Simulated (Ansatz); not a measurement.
# [OF2]+ (SMILES F[O+]F): levels of theory compared

Wanted: a comparison of 6 runs (UB2PLYP/STO-3G, UBHLYP/STO-3G, UBLYP/STO-3G, UPBE0/STO-3G, RPA@PBE/STO-3G, UMP2/STO-3G) of [OF2]+. 

Program for the calculation: Ansatz 0.2.0.

18 further runs of the same task are left out: 15 that didn't finish, 3 set aside as unsound or not needed.

### Step 1. The molecule

[OF2]+ has 3 atoms, charge +1, and is taken as a doublet. As SMILES, `F[O+]F`. The O2–F1 distance was set to 2.595 Å, away from the relaxed value. At this shape a bond of the SMILES string is far longer than usual.

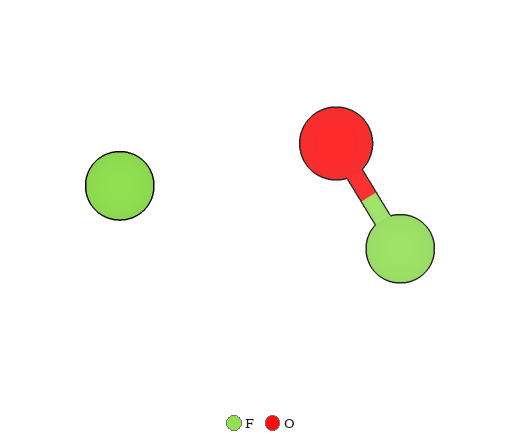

The structure, seen from a chosen angle (fluorine green, oxygen red).

### Step 2. A single-point energy at UB2PLYP/STO-3G (run 1)

File job.yaml:

```yaml
crystal:
  periodic: [false, false, false]
  atoms:
    - {symbol: F, position_ang: [1.839725, -1.123199, 0.891134]}
    - {symbol: O, position_ang: [0.000640, 0.505210, 0.055670]}
    - {symbol: F, position_ang: [-0.920840, -0.196190, -0.529090]}
basis:
  gaussian:
    orbitals: STO-3G
total_charge: 1
magnetization:
  spin_polarized: true
  initial_magnetization: 1
hamiltonian:
  xc: {name: B2PLYP}
correlation:
  frozen_orbitals: {F: 1, O: 1}
accuracy: high
```

Launch:

```
$ ansatz run job.yaml --threads 1 --pin off --max-ram 3480MiB --events-out events.jsonl --progress --plain --runs-dir runs
```

Standard output:

```text
Warning: RAYON_NUM_THREADS=1 ignored (pool sized by the plan → 1); use --threads N
Functional definition: B2PLYP
  name "B2PLYP"
  parameter a = 0.53
  parameter c = 0.27
  exchange = (1 - a)*b88_x + a*exact_x
  correlation = (1 - c)*lyp_c + c*(mp2_os + mp2_ss)
234 factors; integrals over basis functions are off by at most 5.3e-8 eV
mean field evaluation 1: about -7319.4956 eV, gradient 1.7e1 eV
mean field evaluation 2: about -7319.4905 eV, gradient 1.7e1 eV
mean field evaluation 4: about -7318.7116 eV, gradient 1.6e1 eV
mean field evaluation 8: about -7344.2544 eV, gradient 1.7e1 eV
mean field evaluation 16: about -7348.6359 eV, gradient 2.0e0 eV
mean field evaluation 32: about -7348.8567 eV, gradient 2.6e-7 eV
mean field evaluation 64: about -7349.1589 eV, gradient 3.4e-2 eV
mean field evaluation 96: about -7349.1571 eV, gradient 2.6e-3 eV
mean field evaluation 128: about -7348.5548 eV, gradient 1.4e-6 eV
mean field evaluation 160: about -7349.1588 eV, gradient 7.2e-2 eV
mean field evaluation 192: about -7223.8455 eV, gradient 1.4e1 eV
mean field -7349.15920968 eV, -270.0766195169 hartree, gradient 9.0e-9 eV, S^2 1.754593; 12 other end points of the search recorded, 0 dependent functions left out
3 core orbitals not correlated: weight in the atoms' cores, before any rotation towards them, 1.000 or more for the frozen orbitals, at most 0.000 for the correlated occupied ones
reference -7349.15921873 eV, -270.0766198493 hartree; 10, 9 occupied and 2, 3 virtual orbitals, 234 factors
second order -3.71670817 eV of doubles, -0.00000000 eV of singles
Total energy: -7350.16272994 eV, -270.1134982059 hartree
```

Wall time 18 s (1 thread of Arm Neoverse V2, shared host); peak memory 0.11 GiB.

### Step 3. The energy at UBHLYP/STO-3G (run 2)

File job.yaml:

```yaml
basis:
  gaussian:
    orbitals: STO-3G
crystal:
  periodic: [false, false, false]
  atoms:
    - {symbol: F, position_ang: [1.839725, -1.123199, 0.891134]}
    - {symbol: O, position_ang: [0.000640, 0.505210, 0.055670]}
    - {symbol: F, position_ang: [-0.920840, -0.196190, -0.529090]}
hamiltonian:
  xc: {name: BHLYP}
accuracy: high
total_charge: 1
magnetization:
  spin_polarized: true
  initial_magnetization: 1
```

Launch:

```
$ ansatz run job.yaml --threads 1 --pin off --max-ram 3480MiB --events-out events.jsonl --progress --plain --runs-dir runs
```

Standard output:

```text
Warning: RAYON_NUM_THREADS=1 ignored (pool sized by the plan → 1); use --threads N
Functional definition: BHLYP
  name "BHLYP"
  parameter a = 0.5
[... 1 set-up line as earlier in the session ...]
  correlation = lyp_c
234 factors; integrals over basis functions are off by at most 5.3e-8 eV
mean field evaluation 1: about -7326.3098 eV, gradient 1.7e1 eV
mean field evaluation 2: about -7130.7027 eV, gradient 7.3e0 eV
mean field evaluation 4: about -7325.2485 eV, gradient 1.7e1 eV
mean field evaluation 8: about -7353.9806 eV, gradient 2.5e0 eV
mean field evaluation 16: about -7355.4029 eV, gradient 1.6e0 eV
mean field evaluation 32: about -7355.5330 eV, gradient 1.1e-3 eV
mean field evaluation 64: about -7355.7872 eV, gradient 3.4e-3 eV
mean field evaluation 96: about -7355.5210 eV, gradient 1.4e-1 eV
mean field evaluation 128: about -7355.1926 eV, gradient 1.4e0 eV
mean field -7355.78930237 eV, -270.3202709290 hartree, gradient 2.5e-8 eV, S^2 1.753386; 10 other end points of the search recorded, 0 dependent functions left out
reference -7355.78931202 eV, -270.3202712835 hartree; 13, 12 occupied and 2, 3 virtual orbitals, 234 factors
Total energy: -7355.78931202 eV, -270.3202712835 hartree
```

It took 17 s on 1 thread of Arm Neoverse V2, shared host; peak memory 0.11 GiB.

Runs 3 to 4 aren't shown in full; the table further down has their settings and results.

### Step 4. A single-point energy at RPA@PBE/STO-3G (run 5)

File molecule.yaml:

```yaml
crystal:
  periodic: [false, false, false]
  atoms:
    - symbol: F
      position_ang: [1.839725, -1.123199, 0.891134]
    - symbol: O
      position_ang: [0.000640, 0.505210, 0.055670]
    - symbol: F
      position_ang: [-0.920840, -0.196190, -0.529090]
basis:
  gaussian: {orbitals: STO-3G}
total_charge: 1
magnetization: {spin_polarized: true, initial_magnetization: 1}
hamiltonian: {xc: {name: PBE}}
correlation: {method: rpa, frozen_orbitals: {F: 1, O: 1}}
accuracy: high
```

Launch:

```
$ ansatz run molecule.yaml --threads 1 --pin off --max-ram 3480MiB --events-out events.jsonl --progress --plain --runs-dir runs
```

Standard output (excerpt; [...] marks lines left out):

```text
Warning: RAYON_NUM_THREADS=1 ignored (pool sized by the plan → 1); use --threads N
Functional definition: PBE
  name "PBE"
[...]
234 factors; integrals over basis functions are off by at most 5.3e-8 eV
[...]
mean field -7351.75688874 eV, -270.1720824612 hartree, gradient 6.9e-12 eV, S^2 1.750202; 19 other end points of the search recorded, 0 dependent functions left out
3 core orbitals not correlated: weight in the atoms' cores, before any rotation towards them, 1.000 or more for the frozen orbitals, at most 0.000 for the correlated occupied ones
reference -7329.69481077 eV, -269.3613160502 hartree; 10, 9 occupied and 2, 3 virtual orbitals, 234 factors
Total energy: -7338.19313434 eV, -269.6736236811 hartree
```

Wall time 60 s (1 thread of Arm Neoverse V2, shared host); peak memory 0.11 GiB.

### Step 5. The energy at UMP2/STO-3G (run 6)

File input.yaml:

```yaml
crystal:
  periodic: [false, false, false]
  atoms:
    - {symbol: F, position_ang: [1.839725, -1.123199, 0.891134]}
    - {symbol: O, position_ang: [0.000640, 0.505210, 0.055670]}
    - {symbol: F, position_ang: [-0.920840, -0.196190, -0.529090]}
basis:
  gaussian:
    orbitals: STO-3G
total_charge: 1
magnetization:
  spin_polarized: true
  initial_magnetization: 1
correlation:
  method: mp2
  frozen_orbitals: {F: 1, O: 1}
accuracy: high
```

Launch:

```
$ ansatz run input.yaml --threads 1 --pin off --max-ram 3480MiB --events-out events.jsonl --progress --plain --runs-dir runs
```

Standard output (excerpt; [...] marks lines left out):

```text
Warning: RAYON_NUM_THREADS=1 ignored (pool sized by the plan → 1); use --threads N
Functional definition: HF
  name "HF"
[...]
234 factors; integrals over basis functions are off by at most 5.3e-8 eV
[...]
mean field -7331.82395492 eV, -269.4395606544 hartree, gradient 2.2e-12 eV, S^2 1.793517; 19 other end points of the search recorded, 0 dependent functions left out
3 core orbitals not correlated: weight in the atoms' cores, before any rotation towards them, 1.000 or more for the frozen orbitals, at most 0.000 for the correlated occupied ones
reference -7331.82395492 eV, -269.4395606544 hartree; 10, 9 occupied and 2, 3 virtual orbitals, 234 factors
second order -1.63016309 eV of doubles, -0.00000000 eV of singles
Total energy: -7333.45411801 eV, -269.4994680430 hartree
```

Run time: 0.66 s. Hardware: 1 thread of Arm Neoverse V2, shared host.

### Step 6. All runs side by side

| run | level | frozen core orbitals | energy (Eh) | ⟨S²⟩ | wall time |
| --- | --- | --- | --- | --- | --- |
| 1 | UB2PLYP/STO-3G | 3 | -270.113498 | 1.755 | 18 s |
| 2 | UBHLYP/STO-3G | – | -270.320271 | 1.753 | 17 s |
| 3 | UBLYP/STO-3G | – | -270.359927 | 1.750 | 26 s |
| 4 | UPBE0/STO-3G | – | -270.191619 | 1.751 | 13 s |
| 5 | RPA@PBE/STO-3G | 3 | -269.673624 | 1.750 | 60 s |
| 6 | UMP2/STO-3G | 3 | -269.499468 | 1.794 | 0.66 s |

### Step 7. What came out

```
                                          quantity          value
                               run 6: total energy  -269.49947 Eh
run 6: correlation energy (3 core orbitals frozen)      -59.9 mEh
          run 6: ⟨S²⟩ of the reference determinant          1.794
```

What this shows: Totals of different functionals can't be ranked against each other. In runs 1, 2, 3, 4, 5, 6 the basis is minimal, so the values are rough. Spin contamination of the reference: run 6 ⟨S²⟩ = 1.79, run 1 ⟨S²⟩ = 1.75, run 2 ⟨S²⟩ = 1.75, run 4 ⟨S²⟩ = 1.75, run 5 ⟨S²⟩ = 1.75, run 3 ⟨S²⟩ = 1.75. Where it is this large, the reference is a mixture of spin states, and values that rest on it are in doubt. All runs together took 2.2 min, the longest 60 s.
